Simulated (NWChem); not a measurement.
# singlet [SiF3]− at 6 levels

Aim: a comparison of 6 runs (HF/STO-3G, HF/3-21G, PBE0/aug-cc-pVDZ, SVWN5/aug-cc-pVDZ, B3LYP/aug-cc-pVDZ, r2SCAN/aug-cc-pVDZ) of singlet [SiF3]−. 

The calculation is run with NWChem 7.3.0.

27 further runs of the same task are left out: 27 set aside as unsound or not needed. Runs told in other sessions of the task aren't counted.

**1. Starting point**

The species is [SiF3]− (4 atoms), meant as a singlet with charge -1. SMILES of the parent species: `F[Si](F)F`. Geometry: relaxed at PBE0-D4/def2-TZVP. That shape belongs to the parent species and isn't relaxed for this state.

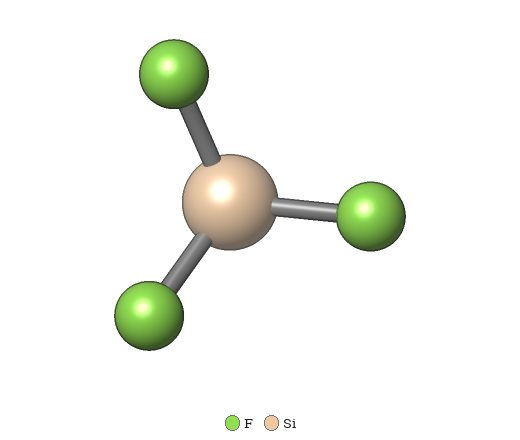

The structure, seen from a chosen angle (fluorine green, silicon light orange).

**2. A single-point energy at HF/STO-3G (run 1)**

run.py reads:

```python
from ase import Atoms
from ase.calculators.nwchem import NWChem

atoms = Atoms(['F', 'Si', 'F', 'F'], positions=[
    [0.784850, -0.507040, 1.151700],
    [-0.282750, 0.213060, 0.234280],
    [-0.994260, -0.892250, -0.644340],
    [0.492160, 1.186230, -0.741640],
])

calc = NWChem(
    label='f3si',
    theory='scf',
    memory='2200 mb',
    basis='STO-3G',
    basispar='spherical bse',
    charge=-1,
    scf={'nopen': '0', 'rhf': None, 'thresh': '1e-08', 'maxiter': '80', 'print': 'low'},
    task='energy',
)
atoms.calc = calc

print(f"energy = {atoms.get_potential_energy():.6f} eV")
```

Run with:

```console
export ASE_NWCHEM_COMMAND="nwchem PREFIX.nwi > PREFIX.nwo"
python run.py
```

Standard output:

```text
energy = -15769.919758 eV
```

The calculator wrote f3si.nwi:

```
title "f3si"

permanent_dir f3si

scratch_dir f3si

start f3si

geometry units angstrom nocenter noautosym noautoz
  F  7.8485000000000005e-01 -5.0704000000000005e-01 1.1516999999999999e+00
  Si -2.8275000000000000e-01 2.1306000000000000e-01 2.3427999999999999e-01
  F  -9.9426000000000003e-01 -8.9224999999999999e-01 -6.4434000000000002e-01
  F  4.9215999999999999e-01 1.1862299999999999e+00 -7.4163999999999997e-01
end

charge -1

memory 2200 mb

basis spherical bse noprint
   * library STO-3G
end

scf
  nopen 0
  rhf
  thresh 1e-08
  maxiter 80
  print low
end

task scf energy
```

f3si.nwo:

```text
Northwest Computational Chemistry Package (NWChem) 7.3.0
             --------------------------------------------------------

           Job information
           ---------------

    nwchem branch   = 7.3.0
    use scalapack   = T
    input           = f3si.nwi
    prefix          = f3si.
    data base       = f3si/f3si.db
    status          = startup
    nproc           =        1

           Memory information
           ------------------

[... 5 lines left out ...]
    hardfail = no
[... 36 lines left out ...]
            Nuclear Dipole moment (a.u.)
[... 55 lines left out ...]
 Forming initial guess at       0.0s

 Starting SCF solution at       0.0s

       Final RHF  results
       ------------------

         Total SCF energy =   -579.533866597677
      One-electron energy =  -1183.122422440634
      Two-electron energy =    426.790091813679
 Nuclear repulsion energy =    176.798464029278

        Time for solution =      0.3s

 Task  times  cpu:        0.3s     wall:        0.3s
 Total times  cpu:        0.3s     wall:        0.3s
```

It took 1.2 s on 1 thread of Intel Xeon 6975P-C (Granite Rapids), shared host; peak memory 0.096 GiB.

**3. A single-point energy at HF/3-21G (run 2)**

run.py reads:

```python
from ase import Atoms
from ase.calculators.nwchem import NWChem

molecule = Atoms(['F', 'Si', 'F', 'F'], positions=[
    [0.784850, -0.507040, 1.151700],
    [-0.282750, 0.213060, 0.234280],
    [-0.994260, -0.892250, -0.644340],
    [0.492160, 1.186230, -0.741640],
])

calc = NWChem(
    label='work',
    theory='scf',
    memory='2200 mb',
    basis='3-21G',
    basispar='spherical bse',
    charge=-1,
    scf={'nopen': '0', 'rhf': None, 'thresh': '1e-08', 'maxiter': '80'},
    task='energy',
)
molecule.calc = calc

print(f"energy = {molecule.get_potential_energy():.6f} eV")
print("dipole (e A):", molecule.get_dipole_moment().round(4))
```

Run with:

```console
export ASE_NWCHEM_COMMAND="nwchem PREFIX.nwi > PREFIX.nwo"
python run.py
```

Standard output:

```text
energy = -15898.316247 eV
dipole (e A): [ 0.3793 -0.286  -0.3144]
```

The calculator wrote work.nwi:

```
title "work"

permanent_dir work

scratch_dir work

start work

geometry units angstrom nocenter noautosym noautoz
  F  7.8485000000000005e-01 -5.0704000000000005e-01 1.1516999999999999e+00
  Si -2.8275000000000000e-01 2.1306000000000000e-01 2.3427999999999999e-01
  F  -9.9426000000000003e-01 -8.9224999999999999e-01 -6.4434000000000002e-01
  F  4.9215999999999999e-01 1.1862299999999999e+00 -7.4163999999999997e-01
end

charge -1

memory 2200 mb

basis spherical bse noprint
   * library 3-21G
end

scf
  nopen 0
  rhf
  thresh 1e-08
  maxiter 80
end

task scf energy
```

work.nwo:

```text
Northwest Computational Chemistry Package (NWChem) 7.3.0
             --------------------------------------------------------

           Job information
           ---------------

    nwchem branch   = 7.3.0
    use scalapack   = T
    input           = work.nwi
    prefix          = work.
    data base       = work/work.db
    status          = startup
    nproc           =        1

           Memory information
           ------------------

[... 5 lines left out ...]
    hardfail = no
[... 120 lines left out ...]
         Quadratically convergent ROHF
[... 14 lines left out ...]
       Final RHF  results
[... 4 lines left out ...]
      Two-electron energy =    417.898015703768
[... 40 lines left out ...]
                       ROHF Final Molecular Orbital Analysis
[... 208 lines left out ...]
       Multipole analysis of the density wrt the origin
       ------------------------------------------------

     L   x y z        total         open         nuclear
     -   - - -        -----         ----         -------
     0   0 0 0     -1.000000      0.000000     41.000000

     1   1 0 0      0.716756      0.000000     -2.671600
[... 8 lines of this table left out ...]
     2   0 0 2    -25.496101      0.000000     76.395675

 Task  times  cpu:        0.4s     wall:        0.4s
 Total times  cpu:        0.4s     wall:        0.4s
```

It took 1.3 s on 1 thread of Intel Xeon 6975P-C (Granite Rapids), shared host; peak memory 0.096 GiB.

Runs 3 to 5 aren't shown in full; the table further down has their settings and results.

**4. The energy at r2SCAN/aug-cc-pVDZ (run 6)**

mol.xyz reads:

```xyz
4

F      0.784850    -0.507040     1.151700
Si    -0.282750     0.213060     0.234280
F     -0.994260    -0.892250    -0.644340
F      0.492160     1.186230    -0.741640
```

run.py reads:

```python
from ase.io import read
from ase.calculators.nwchem import NWChem

molecule = read('mol.xyz')

calc = NWChem(
    label='mol',
    theory='dft',
    memory='2200 mb',
    basis='aug-cc-pVDZ',
    basispar='spherical bse',
    charge=-1,
    dft={'xc': 'r2scan', 'mult': '1', 'grid': 'fine', 'convergence': 'energy 1e-08', 'iterations': '100', 'mulliken': None},
    task='energy',
)
molecule.calc = calc

print(f"energy = {molecule.get_potential_energy():.6f} eV")
print("dipole (e A):", molecule.get_dipole_moment().round(4))
```

Run with:

```console
export ASE_NWCHEM_COMMAND="nwchem PREFIX.nwi > PREFIX.nwo"
python run.py
```

Standard output:

```text
energy = -16029.818577 eV
dipole (e A): [ 0.523  -0.3943 -0.4335]
```

The calculator wrote mol.nwi:

```
title "mol"

permanent_dir mol

scratch_dir mol

start mol

geometry units angstrom nocenter noautosym noautoz
  F  7.8485000000000005e-01 -5.0704000000000005e-01 1.1516999999999999e+00
  Si -2.8275000000000000e-01 2.1306000000000000e-01 2.3427999999999999e-01
  F  -9.9426000000000003e-01 -8.9224999999999999e-01 -6.4434000000000002e-01
  F  4.9215999999999999e-01 1.1862299999999999e+00 -7.4163999999999997e-01
end

charge -1

memory 2200 mb

basis spherical bse noprint
   * library aug-cc-pVDZ
end

dft
  xc r2scan
  mult 1
  grid fine
  convergence energy 1e-08
  iterations 100
  mulliken
end

task dft energy
```

mol.nwo:

```text
Northwest Computational Chemistry Package (NWChem) 7.3.0
             --------------------------------------------------------

           Job information
           ---------------

    nwchem branch   = 7.3.0
    use scalapack   = T
    input           = mol.nwi
    prefix          = mol.
    data base       = mol/mol.db
    status          = startup
    nproc           =        1

           Memory information
           ------------------

[... 5 lines left out ...]
    hardfail = no
[... 107 lines left out ...]
          Convergence on energy requested:  1.00D-08
[... 22 lines left out ...]
          Convergence Information
[... 32 lines left out ...]
 1-e energy   =   -1197.941285
[... 39 lines left out ...]
      One electron energy =    -1180.339994158208
[... 8 lines left out ...]
                       DFT Final Molecular Orbital Analysis
[... 707 lines left out ...]
     Multipole analysis of the density
     ---------------------------------

     L   x y z        total         alpha         beta         nuclear
     -   - - -        -----         -----         ----         -------
     0   0 0 0     -1.000000    -21.000000    -21.000000     41.000000

     1   1 0 0      0.988406      1.830003      1.830003     -2.671600
[... 8 lines of this table left out ...]
     2   0 0 2    -28.176087    -52.285881    -52.285881     76.395675

 Task  times  cpu:       15.2s     wall:       15.2s
 Total times  cpu:       15.3s     wall:       15.3s
```

It took 16 s on 1 thread of Intel Xeon 6975P-C (Granite Rapids), shared host; peak memory 0.11 GiB.

**5. All runs side by side**

```csv
run,level,iteration cap,module,energy (Eh),wall time
1,HF/STO-3G,80,scf,-579.533867,1.2 s
2,HF/3-21G,80,scf,-584.252351,1.3 s
3,PBE0/aug-cc-pVDZ,100,dft,-588.829707,16 s
4,SVWN5/aug-cc-pVDZ,100,dft,-586.196695,15 s
5,B3LYP/aug-cc-pVDZ,100,dft,-589.256341,15 s
6,r2SCAN/aug-cc-pVDZ,100,dft,-589.084972,16 s
```

**6. Results**

```
                                                    quantity          value
                                         run 6: total energy  -589.08497 Eh
                                          run 6: HOMO energy        1.22 eV
                                          run 6: LUMO energy        4.11 eV
run 6: HOMO–LUMO gap (to an unbound level, set by the basis)        2.89 eV
```

Over runs 2, 5, 6 the HOMO–LUMO gap runs from 2.89 eV (r2SCAN/aug-cc-pVDZ) to 13.46 eV (HF/3-21G). The two ends differ in method and basis. The empty levels of an anion lie above zero and hang on the basis. Totals of different functionals can't be ranked against each other. In runs 5, 6 the HOMO lies above zero, from self-interaction, a short basis or an electron that isn't bound. In run 1 the basis is minimal, so the values are rough. All runs together took 65 s, the longest 16 s.
